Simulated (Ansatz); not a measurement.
# HfSiO4 (Hafnon, I4_1/amd): lattice thermal conductivity

How well does the lattice of HfSiO4 (Hafnon) conduct heat?

Main program and level: Ansatz 0.2.0; DFT LDA, scalar-relativistic, plane waves, PAW; PAW set soft_1.

## Step 1: Starting point

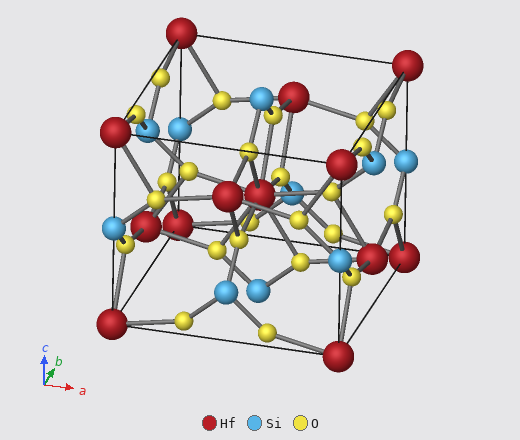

The cell as given, slightly off an axis (hafnium red, silicon blue, oxygen yellow). This picture shows the conventional cell, with its axes. Some periodic images of atoms are drawn too.

Structure file:

```cif
data_structure
_symmetry_space_group_name_H-M 'P 1'
_symmetry_Int_Tables_number 1
_cell_length_a 5.5217
_cell_length_b 5.5217
_cell_length_c 5.5217
_cell_angle_alpha 106.953
_cell_angle_beta 106.953
_cell_angle_gamma 114.635
_cell_volume 128.80
loop_
_atom_site_label
_atom_site_type_symbol
_atom_site_fract_x
_atom_site_fract_y
_atom_site_fract_z
_atom_site_occupancy
Hf1 Hf 0.75000 0.25000 0.50000 1
Hf2 Hf 0.00000 0.00000 0.00000 1
Si3 Si 0.25000 0.75000 0.50000 1
Si4 Si 0.50000 0.50000 0.00000 1
O5 O 0.13530 0.31980 0.81550 1
O6 O 0.06980 0.75430 0.68450 1
O7 O 0.50430 0.31980 0.18450 1
O8 O 0.06980 0.38530 0.31550 1
O9 O 0.61470 0.93020 0.68450 1
O10 O 0.68020 0.86470 0.18450 1
O11 O 0.24570 0.93020 0.31550 1
O12 O 0.68020 0.49570 0.81550 1
```

## Step 2: A first coarse run

A cheap single point shows whether the cell is a metal or an insulator and how far it is from rest; that sets the k-mesh and the occupations of what follows.

input.yaml

```yaml
crystal:
  lattice:
    - [-3.28625, 3.28625, 2.9816]
    - [3.28625, -3.28625, 2.9816]
    - [3.28625, 3.28625, -2.9816]
  atoms:
    - { symbol: Hf, position: [0.75, 0.25, 0.5] }
    - { symbol: Hf, position: [0.0, 0.0, 0.0] }
    - { symbol: Si, position: [0.25, 0.75, 0.5] }
    - { symbol: Si, position: [0.5, 0.5, 0.0] }
    - { symbol: O, position: [0.1353, 0.3198, 0.8155] }
    - { symbol: O, position: [0.0698, 0.7543, 0.6845] }
    - { symbol: O, position: [0.5043, 0.3198, 0.1845] }
    - { symbol: O, position: [0.0698, 0.3853, 0.3155] }
    - { symbol: O, position: [0.6147, 0.9302, 0.6845] }
    - { symbol: O, position: [0.6802, 0.8647, 0.1845] }
    - { symbol: O, position: [0.2457, 0.9302, 0.3155] }
    - { symbol: O, position: [0.6802, 0.4957, 0.8155] }
kpoints:
  mp_grid: { grid: [4, 4, 4] }
hamiltonian:
  xc: lda
  pseudopotentials: { kind: paw, azcp: { folder: soft_1 }, xc_functional: pbe }
scf:
  occupations: { method: gaussian, width: 0.1 }
  lower_state_search: "off"
output:
  forces: true
  stress: true
  eigenvalues: true
```

The run is started by

```console
$ ansatz run input.yaml --threads 18 --pin off --max-ram 92160MiB --backend cuda --events-out ev --progress --plain --runs-dir out --max-vram 78GiB
```

Numbers of over 12 decimals in the logs are rounded to 6 here.

The program printed:

```text
Engine: ansatz 0.2.0, aarch64-unknown-linux-gnu
Pseudopotentials: kind: paw
Pseudopotential: Hf, paw, valence charge 26, recommended cutoff 420 eV (normal), soft_1/Hf.paw.azcp
Pseudopotential: Si, paw, valence charge 4, recommended cutoff 420 eV (normal), soft_1/Si.paw.azcp
Pseudopotential: O, paw, valence charge 6, recommended cutoff 420 eV (normal), soft_1/O.paw.azcp
Functional definition: SPW92
  exchange = slater_x
  correlation = pw_c
device memory: the entry about to start is reckoned to put 15.3 GiB on a device that reports 179.7 GiB free (of which the cap on the GPU budget leaves the run 78.0 GiB)
GPU FFT provider: cuFFT
GPU libraries: cuBLAS 13.8.1, cuFFT 12.4.0, cuSOLVER 12.3.2
GPU matrix products: emulated (plane waves: as basis.precision tells), large ones in fixed point in workspaces of 1.00 GiB
Crystal: 12 atoms, lattice volume = 128.798 Å³
Basis set: ecut = 420 eV, 2513 PW (Γ)
Bands: 66, of which v1, the nominal top of the filled ones, is band 54 counted from 1 (53 counted from 0)
Symmetry: 16 space group operations
Space group: I41/amd (ITA 141), of the structure as read, at distance tolerance 5.1e-5 Å
k-points: 13 of 64
Non-local potential: Hf, projectors of the file, l = 0: 3, l = 1: 2, l = 2: 2, l = 3: 3
Non-local potential: Si, projectors of the file, l = 0: 2, l = 1: 2, l = 2: 1
Non-local potential: O, projectors of the file, l = 0: 2, l = 1: 2, l = 2: 1
PAW form: soft (Blöchl's): semilocal exchange-correlation on the pseudo side does not see the compensation charge
PAW frozen core: Hf, regenerated for the run's functional, and the local potential with it (the file was generated under x = pbe(κ = 0.804, μ = 0.219515), c = pbe(β = 0.066725))
PAW frozen core: Si, regenerated for the run's functional, and the local potential with it (the file was generated under x = pbe(κ = 0.804, μ = 0.219515), c = pbe(β = 0.066725))
PAW frozen core: O, regenerated for the run's functional, and the local potential with it (the file was generated under x = pbe(κ = 0.804, μ = 0.219515), c = pbe(β = 0.066725))
PAW one-centre angular grid: Hf, 590 points (default); XC on 64 Gauss nodes
PAW one-centre angular grid: Si, 110 points (default); XC on 64 Gauss nodes
PAW one-centre angular grid: O, 110 points (default); XC on 64 Gauss nodes
Initial density: superposition of atomic densities (chi_scale 0.1, normalization cell, long waves kept (reshape's long-wave potential 0.03 eV rms))
Initial wavefunctions: pseudopotential atomic-orbital guess
GPU buffer pool allocated for 64000 grid points (all kernels)
GPU transforms: local potential and band sums: pruned to the plane-wave sphere, on 40×40×40
Functional: x = slater, c = lda
SCF iter   1: F=—  HF=-36641.924348 eV  |F-HF|=—  |Δ(HF+E_count)|=         —  Δρ=1.12e-1  dr2=2.50e1  ethr=3.10e-3  ⟨swp⟩=5.9  Hψ=3200  notcnv=0
preconditioner: auto → Resta (q_TF=auto, 2.649 Å⁻¹)  ε∞=4.9  [insulator: Δε(μ)=3.112 eV  Ē_g=15.880 eV  σ=0.100 eV  W_gap=1.00  n_scr=42 (ndim 8)  ℏωp=31.4 eV  f_vac=0.000  D(μ)=0.00/eV (n_scr^D=0)  ε∞_Penn≈4.9]
SCF iter   2: F=—  HF=-36636.025569 eV  |F-HF|=—  |Δ(HF+E_count)|=    5.90e0  Δρ=5.35e-2  dr2=6.50e0  ethr=3.10e-3  ⟨swp⟩=3.0  Hψ=1862  notcnv=0  defer=70
SCF iter   3: F=—  HF=-36634.145439 eV  |F-HF|=—  |Δ(HF+E_count)|=    1.88e0  Δρ=1.82e-2  dr2=7.38e-1  ethr=3.10e-3  ⟨swp⟩=3.2  Hψ=1516  notcnv=0  defer=69
SCF iter   4: F=—  HF=-36633.667710 eV  |F-HF|=—  |Δ(HF+E_count)|=   4.78e-1  Δρ=1.12e-2  dr2=1.30e-1  ethr=6.83e-4  ⟨swp⟩=3.2  Hψ=1768  notcnv=0  defer=66
SCF iter   5: F=—  HF=-36633.666259 eV  |F-HF|=—  |Δ(HF+E_count)|=   1.45e-3  Δρ=2.98e-3  dr2=8.80e-3  ethr=1.21e-4  ⟨swp⟩=2.5  Hψ=1674  notcnv=0  defer=57
SCF iter   6: F=—  HF=-36633.667017 eV  |F-HF|=—  |Δ(HF+E_count)|=   7.58e-4  Δρ=8.94e-4  dr2=8.09e-4  ethr=8.15e-6  ⟨swp⟩=2.0  Hψ=1503  notcnv=0  defer=18
automatic band count: iteration 6 solves 63 bands in place of 66: the levels show a gap, and the empty bands left out lie too high to hold charge; the band table lists the bands solved (type scf.n_extra_bands for more)
SCF iter   7: F=—  HF=-36633.666886 eV  |F-HF|=—  |Δ(HF+E_count)|=   1.31e-4  Δρ=2.85e-4  dr2=1.18e-4  ethr=7.49e-7  ⟨swp⟩=2.0  Hψ=1392  notcnv=0  defer=18
SCF iter   8: F=—  HF=-36633.666880 eV  |F-HF|=—  |Δ(HF+E_count)|=   6.22e-6  Δρ=4.53e-5  dr2=3.17e-6  ethr=1.09e-7  ⟨swp⟩=2.0  Hψ=1503  notcnv=0  defer=18
SCF iter   9: F=—  HF=-36633.667092 eV  |F-HF|=—  |Δ(HF+E_count)|=   2.12e-4  Δρ=8.75e-6  dr2=1.22e-7  ethr=2.93e-9  ⟨swp⟩=2.0  Hψ=1408  notcnv=0  defer=18
SCF iter  10: F=-36633.667092 eV  HF=-36633.667092 eV  |F-HF|=5.17e-10  |Δ(HF+E_count)|=   1.10e-8  Δρ=1.50e-6  dr2=3.36e-9  ethr=9.26e-11  ⟨swp⟩=9.5  Hψ=3513  notcnv=0
SCF 1 converged in 10 iterations: F = -36633.667092 eV  dr2 = 3.36e-9
  greatest PAW one-centre occupation: 0.999 electrons in one spin orbital (limit 2), on the Hf atom at site 1 (counted from 0), in its partial waves of l = 3
SCF converged after 10 iterations
Free energy (F): -36633.667092 eV
Harris-Foulkes:  -36633.667092 eV  (|F-HF|=5.17e-10)
Internal energy: -36633.667092 eV  (E = F + TS)
E sigma→0 (E₀):  -36633.667092 eV
Fermi energy:    11.713887 eV
--- Per-component energies (eV) ---
  E_band       = -310.406061
  E_kinetic    = 2253.266690
  E_local      = -18459.473406  (includes V_loc(G=0)·N_el)
  E_nonlocal   = 638.677720
  E_hartree    = 8547.370163
  E_xc         = -1205.770376
  E_vxc        = -1332.788449  (∫ρ·V_xc dr)
  E_paw        = -17102.191178  (= ΣΔE_a)
  E_vpaw       = -504.833498  (= ΣTr[D̂ρ^β])
  E_aug_tail   = 0.006735  (compensation charges beyond the density's cutoff)
  E_ewald      = -11311.411650
  E_core_change = 5.858209  (= ΣΔE_core)
  E_smearing   = -0.000000  (= −TS)
  E_closure    = -0.000000  (closes the sum)
  Σ components = -36633.667092   (vs F -36633.667092, Δ=0.00e0)
--- Forces (eV/Å), atoms counted from 1 ---
  atom   1  Hf     0.00000000     0.00000000     0.00000000
  atom   2  Hf    -0.00000000    -0.00000000    -0.00000000
  atom   3  Si    -0.00000000     0.00000000    -0.00000000
  atom   4  Si     0.00000000     0.00000000     0.00000000
  atom   5  O     -0.00000000    -0.19601082    -0.28036487
  atom   6  O      0.19601082    -0.00000000    -0.28036487
  atom   7  O     -0.00000000     0.19601082    -0.28036487
  atom   8  O     -0.19601082     0.00000000    -0.28036487
  atom   9  O      0.00000000     0.19601082     0.28036487
  atom  10  O      0.19601082     0.00000000     0.28036487
  atom  11  O      0.00000000    -0.19601082     0.28036487
  atom  12  O     -0.19601082     0.00000000     0.28036487
  max |Σ_I F_I| component: 5.55e-17 eV/Å
--- Stress (GPa, compression-positive) ---
       -4.662292       0.000000       0.000000
        0.000000      -4.662292      -0.000000
        0.000000       0.000000      -4.966383
  P = ⅓ Tr σ = -4.7637 GPa (-47.637 kbar)
--- Band table (eV; the first three rows and the last of 13) ---
  k-point 0: bands = [... 50 lower, 8.4996, 8.4996, 8.5223, 9.0750, 14.7470, 15.0253, 15.1474, 15.2305, ... 5 higher]
  k-point 1: bands = [... 50 lower, 8.2191, 8.3533, 8.5024, 8.8263, 14.5483, 14.6000, 15.1419, 15.2086, ... 5 higher]
  k-point 2: bands = [... 50 lower, 8.1456, 8.1456, 8.4752, 8.4752, 14.3554, 14.3554, 15.5038, 15.5038, ... 5 higher]
  k-point 12: bands = [... 50 lower, 7.9781, 7.9781, 8.1915, 8.1915, 15.2289, 15.2289, 15.6500, 15.6500, ... 5 higher]
```

The job ended after 1.1 s (1 × NVIDIA GB200 with 18 threads of Arm Neoverse V2, shared host; peak memory 1.1 GiB).

In the SCF lines HF is the Harris–Foulkes energy and dr2 the Hartree energy of the density residual, in eV; the loop may stop once dr2 is under the threshold and the program's other checks hold. Hψ counts applications of the Hamiltonian.

This step gave:

```yaml
pressure: -4.764 GPa
gap_on_the_k_mesh: 5.280 eV
volume_per_atom: 10.73 Å³/atom
```

Force by atom:

```tsv
atom	x (eV/Å)	y (eV/Å)	z (eV/Å)	size
Hf1	0.000	0.000	0.000	0.000
Hf2	0.000	0.000	0.000	0.000
Si3	0.000	0.000	0.000	0.000
Si4	0.000	0.000	0.000	0.000
O5	0.000	-0.196	-0.280	0.342
O6	0.196	0.000	-0.280	0.342
O7	0.000	0.196	-0.280	0.342
O8	-0.196	0.000	-0.280	0.342
O9	0.000	0.196	0.280	0.342
O10	0.196	0.000	0.280	0.342
O11	0.000	-0.196	0.280	0.342
O12	-0.196	0.000	0.280	0.342
```

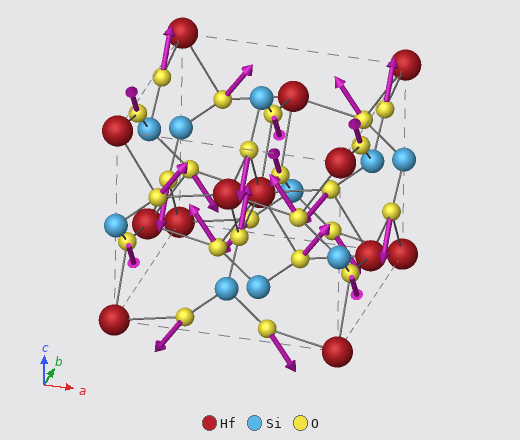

Force as arrows, the longest 0.342 eV/Å. Some periodic images of atoms are drawn too.

The start is under -4.8 GPa at this level and looks like an insulator or semiconductor on this mesh.

## Step 3: Relaxation

Phonons are second derivatives about a minimum, so cell and atoms are relaxed first, inside the symmetry of the start.

Edit input.yaml of step 2 so:

```diff
@@ -19,3 +19,3 @@
 kpoints:
-  mp_grid: { grid: [4, 4, 4] }
+  mp_grid: { grid: [6, 6, 6] }
 hamiltonian:
@@ -24,3 +24,3 @@
 scf:
-  occupations: { method: gaussian, width: 0.1 }
+  occupations: { method: gaussian, width: 0.02 }
   lower_state_search: "off"
@@ -30 +30,6 @@
   eigenvalues: true
+relax:
+  adjacent_minimum: "off"
+  f_tol: 0.005
+  max_steps: 80
+  cell: { stress_tol: 0.05 }
```

The program printed:

```text
[...]
Crystal: 12 atoms, lattice volume = 128.798 Å³
Basis set: ecut = 420 eV, 2513 PW (Γ)
Bands: 66, of which v1, the nominal top of the filled ones, is band 54 counted from 1 (53 counted from 0)
Symmetry: 16 space group operations
[...]
k-points: 30 of 216
[...]
SCF iter   1: F=—  HF=-36641.924709 eV  |F-HF|=—  |Δ(HF+E_count)|=         —  Δρ=1.12e-1  dr2=2.50e1  ethr=3.10e-3  ⟨swp⟩=6.1  Hψ=7463  notcnv=0
[...]
SCF iter   2: F=—  HF=-36636.026236 eV  |F-HF|=—  |Δ(HF+E_count)|=    5.90e0  Δρ=5.35e-2  dr2=6.50e0  ethr=3.10e-3  ⟨swp⟩=3.0  Hψ=4260  notcnv=0  defer=180
[...]
SCF iter  10: F=-36633.667046 eV  HF=-36633.667046 eV  |F-HF|=3.93e-10  |Δ(HF+E_count)|=   1.09e-8  Δρ=1.51e-6  dr2=3.10e-9  ethr=9.26e-11  ⟨swp⟩=12.5  Hψ=9542  notcnv=0
SCF 1 converged in 10 iterations: F = -36633.667046 eV  dr2 = 3.10e-9
[...]
relax step   1: F+E_penalty+E_count = -36633.66704565 eV  Δ(F+E_penalty+E_count) = +0.000e0 eV  max|allowed force component| = 2.804e-1 eV/Å  Δτ_max = 0.0000 Å  P = -4.764 GPa  Ω = 128.798 Å³  (10 SCF iters, dr2 threshold 1.00e-7 eV, accepted)
[...]
Crystal: 12 atoms, lattice volume = 125.474 Å³
Basis set: ecut = 420 eV, 2441 PW (Γ)
[...]
iter 1 solved again at ethr=4.53e-5 eV; its pass at ethr=3.10e-3 eV (dr2=4.89e-2 eV) is discarded
[...]
SCF iter   2: F=—  HF=-36633.733945 eV  |F-HF|=—  |Δ(HF+E_count)|=   1.32e-2  Δρ=2.06e-3  dr2=1.12e-2  ethr=4.53e-5  ⟨swp⟩=2.9  Hψ=3165  notcnv=0
[...]
SCF 2 converged in 7 iterations: F = -36633.729181 eV  dr2 = 2.31e-7
[...]
relax step   6: F+E_penalty+E_count = -36633.73359657 eV  Δ(F+E_penalty+E_count) = -6.524e-5 eV  max|allowed force component| = 4.976e-3 eV/Å  Δτ_max = 0.0004 Å  P = +0.026 GPa  Ω = 126.108 Å³  energy of the carried Pulay correction = +1.135e-2 eV  (4 SCF iters, dr2 threshold 4.11e-8 eV, accepted)
[...]
relax step   7: F+E_penalty+E_count = -36633.72344140 eV  Δ(F+E_penalty+E_count) = +1.016e-2 eV  max|allowed force component| = 5.104e-3 eV/Å  Δτ_max = 0.0000 Å  P = -0.114 GPa  Ω = 126.108 Å³  stress off target by 1.22e-1 GPa  SCF on the basis re-selected at this cell (its energy is not comparable with the rows above)  (6 SCF iters)
[...]
relax step   8: F+E_penalty+E_count = -36633.72370889 eV  Δ(F+E_penalty+E_count) = -2.675e-4 eV  max|allowed force component| = 1.917e-4 eV/Å  Δτ_max = 0.0002 Å  P = -0.002 GPa  Ω = 126.051 Å³  energy of the carried Pulay correction = +2.421e-4 eV  (5 SCF iters, dr2 threshold 3.75e-8 eV, accepted)
[...]
relax step   9: F+E_penalty+E_count = -36633.72357651 eV  Δ(F+E_penalty+E_count) = +1.324e-4 eV  max|allowed force component| = 2.181e-4 eV/Å  Δτ_max = 0.0000 Å  P = -0.003 GPa  Ω = 126.051 Å³  stress off target by 3.80e-3 GPa  SCF on the basis re-selected at this cell (its energy is not comparable with the rows above)  (6 SCF iters)
[...]
atom   4  Si     0.00000000    -0.00000000     0.00000000
  atom   5  O     -0.00000000     0.00002225     0.00021807
  atom   6  O     -0.00002225     0.00000000     0.00021807
  atom   7  O     -0.00000000    -0.00002225     0.00021807
  atom   8  O      0.00002225    -0.00000000     0.00021807
  atom   9  O      0.00000000    -0.00002225    -0.00021807
  atom  10  O     -0.00002225     0.00000000    -0.00021807
  atom  11  O      0.00000000     0.00002225    -0.00021807
  atom  12  O      0.00002225     0.00000000    -0.00021807
  max |Σ_I F_I| component: 2.39e-18 eV/Å
--- Stress (GPa, compression-positive) ---
       -0.003127       0.000000       0.000000
        0.000000      -0.003127      -0.000000
        0.000000      -0.000000      -0.003801
  P = ⅓ Tr σ = -0.0034 GPa (-0.034 kbar)
--- Band table (eV; the first three rows and the last of 30) ---
  k-point 0: bands = [... 50 lower, 8.8203, 8.8434, 8.8434, 9.3802, 15.2282, 15.5544, 15.5735, 15.7260, ... 5 higher]
  k-point 1: bands = [... 50 lower, 8.6127, 8.7185, 8.8413, 9.2576, 15.1119, 15.2773, 15.6056, 15.6985, ... 5 higher]
  k-point 2: bands = [... 50 lower, 8.4868, 8.6182, 8.7656, 8.9716, 14.9149, 14.9178, 15.6995, 15.7527, ... 5 higher]
  k-point 29: bands = [... 50 lower, 8.2756, 8.2756, 8.5324, 8.5324, 15.7544, 15.7544, 16.1267, 16.1267, ... 5 higher]
--- Relaxed structure (7 steps of the walk, 7 accepted, 2 SCFs on fresh bases) ---
  F+E_penalty+E_count = -36633.72357651 eV   max|allowed force component| = 2.181e-4 eV/Å   (the final SCF, on the basis selected at the relaxed cell)
  cell:  # Å, volume = 126.0508 Å³
    - [-3.261965, 3.261965, 2.961604]
    - [3.261965, -3.261965, 2.961604]
    - [3.261965, 3.261965, -2.961604]
  atoms:
    - { symbol: Hf, position: [0.75, 0.25, 0.500000] }
    - { symbol: Hf, position: [0, 0, 0] }
    - { symbol: Si, position: [0.25, 0.75, 0.500000] }
    - { symbol: Si, position: [0.500000, 0.500000, 0] }
    - { symbol: O, position: [0.133001, 0.318057, 0.814943] }
    - { symbol: O, position: [0.068057, 0.753114, 0.685057] }
    - { symbol: O, position: [0.503114, 0.318057, 0.185057] }
    - { symbol: O, position: [0.068057, 0.383001, 0.314943] }
    - { symbol: O, position: [0.616999, 0.931943, 0.685057] }
    - { symbol: O, position: [0.681943, 0.866999, 0.185057] }
    - { symbol: O, position: [0.246886, 0.931943, 0.314943] }
    - { symbol: O, position: [0.681943, 0.496886, 0.814943] }
```

Wall time 8.4 s (1 × NVIDIA GB200 with 18 threads); peak memory 1.2 GiB; 18 s of CPU time.

The steps of the relaxation:

```tsv
step	energy less that of the first step (eV)	largest force component (eV/Å)	pressure (GPa)	volume (Å³)
1	0.0000	0.2804	-4.76	128.80
2	-0.0621	0.1693	1.12	125.47
3	-0.0660	0.0293	-0.16	126.18
4	-0.0664	0.0125	-0.04	126.13
5	-0.0665	0.0195	0.06	126.11
6	-0.0666	0.0050	0.03	126.11
7	-0.0564	0.0051	-0.11	126.11
8	-0.0567	0.0002	0.00	126.05
9	-0.0565	0.0002	0.00	126.05
```

The log counts 2 steps on a newly chosen plane-wave basis, not all of them marked here; energy and pressure can jump at such steps.

Forces are held to the 16 operations that the run works with; a distortion that breaks them can't arise in this run.

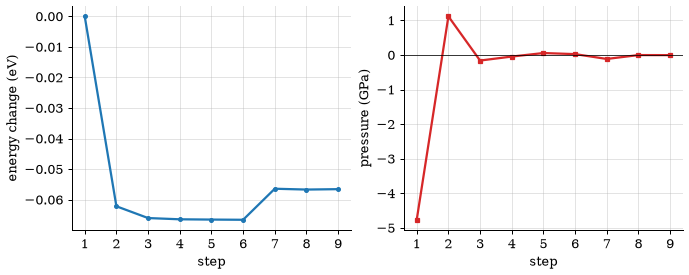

Energy and pressure along the relaxation.

```tsv
conventional cell, symmetrised	before	after	change
a (Å)	6.572	6.524	-0.7 %
b (Å)	6.572	6.524	-0.7 %
c (Å)	5.963	5.923	-0.7 %
volume (Å³/atom)	10.73	10.50	-2.1 %
```

The atoms that moved most (Å, as changes of fractional coordinates times the final cell):

```tsv
atom	dx	dy	dz	length
O10	0.004	0.000	0.010	0.011
O9	0.000	0.004	0.010	0.011
O11	0.000	-0.004	0.010	0.011
O12	-0.004	0.000	0.010	0.011
O7	0.000	0.004	-0.010	0.011
O8	-0.004	0.000	-0.010	0.011
O5	0.000	-0.004	-0.010	0.011
O6	0.004	0.000	-0.010	0.011
```

Numbers from this step:

| Item | Value |
| --- | --- |
| pressure | -0.003352 GPa |
| gap on the k-mesh | 5.424 eV |
| volume per atom | 10.50 Å³/atom |

The relaxation ends with a largest force component of 2.2e-4 eV/Å and a pressure of 0.00 GPa.

## Step 4: Tight relaxation

The thresholds are tightened for a last relaxation ahead of the phonons, and where mesh or smearing change with them the cell follows.

input.yaml

```yaml
crystal:
  lattice:
    - [-3.2619649915, 3.2619649915, 2.9616037083]
    - [3.2619649915, -3.2619649915, 2.9616037083]
    - [3.2619649915, 3.2619649915, -2.9616037083]
  atoms:
    - { symbol: Hf, position: [0.75, 0.25, 0.5] }
    - { symbol: Hf, position: [0.0, 0.0, 0.0] }
    - { symbol: Si, position: [0.25, 0.75, 0.5] }
    - { symbol: Si, position: [0.5, 0.5, 0.0] }
    - { symbol: O, position: [0.1330008516, 0.3180574533, 0.8149433983] }
    - { symbol: O, position: [0.0680574533, 0.7531140549, 0.6850566017] }
    - { symbol: O, position: [0.5031140549, 0.3180574533, 0.1850566017] }
    - { symbol: O, position: [0.0680574533, 0.3830008516, 0.3149433983] }
    - { symbol: O, position: [0.6169991484, 0.9319425467, 0.6850566017] }
    - { symbol: O, position: [0.6819425467, 0.8669991484, 0.1850566017] }
    - { symbol: O, position: [0.2468859451, 0.9319425467, 0.3149433983] }
    - { symbol: O, position: [0.6819425467, 0.4968859451, 0.8149433983] }
kpoints:
  mp_grid: { grid: [6, 6, 6] }
hamiltonian:
  xc: lda
  pseudopotentials: { kind: paw, azcp: { folder: soft_1 }, xc_functional: pbe }
scf:
  occupations: { method: fixed }
  lower_state_search: "off"
output:
  forces: true
  stress: true
  eigenvalues: true
relax:
  adjacent_minimum: "off"
  f_tol: 0.001
  max_steps: 60
  cell: { stress_tol: 0.01 }
```

The program printed:

```text
[...]
Crystal: 12 atoms, lattice volume = 126.051 Å³
Basis set: ecut = 420 eV, 2441 PW (Γ)
Bands: 66, of which v1, the nominal top of the filled ones, is band 54 counted from 1 (53 counted from 0)
Symmetry: 16 space group operations
[...]
k-points: 30 of 216
[...]
- { symbol: Si, position: [0.5, 0.5, 0.0] }
    - { symbol: O, position: [0.133001, 0.318057, 0.814943] }
    - { symbol: O, position: [0.068057, 0.753114, 0.685056601675] }
    - { symbol: O, position: [0.503114, 0.318057, 0.185057] }
    - { symbol: O, position: [0.068057, 0.383001, 0.314943398325] }
    - { symbol: O, position: [0.616999, 0.931942546725, 0.685056601675] }
    - { symbol: O, position: [0.681943, 0.866999, 0.185057] }
    - { symbol: O, position: [0.246886, 0.931942546725, 0.314943] }
    - { symbol: O, position: [0.681942546725, 0.496886, 0.814943] }
[key lines of the parts left out:]
SCF converged after 6 iterations
P = ⅓ Tr σ = -0.0034 GPa (-0.034 kbar)
```

Run time: 2.4 s. Hardware: 1 × NVIDIA GB200 with 18 threads; peak memory 1.2 GiB.

Little changed from the start: no atom moved by 0.005 Å and no cell edge by 0.1 %.

This step gave:

```yaml
pressure: -0.003353 GPa
```

The residual pressure is -0.0034 GPa, small enough for phonons.

(Continued in part 2 of 4.)

[Logs are printed without paths, hosts, clocks, repeated set-up lines and the standing remarks that a program may print on its own settings, such as how far it seeks lower states.]

[Hosts, paths, dates, database ids (printed as entryN), source tags and the programs' standing remarks are cut or masked in the printed files.]

[A step with changed settings may run another functional than the one named; its input shows which.]
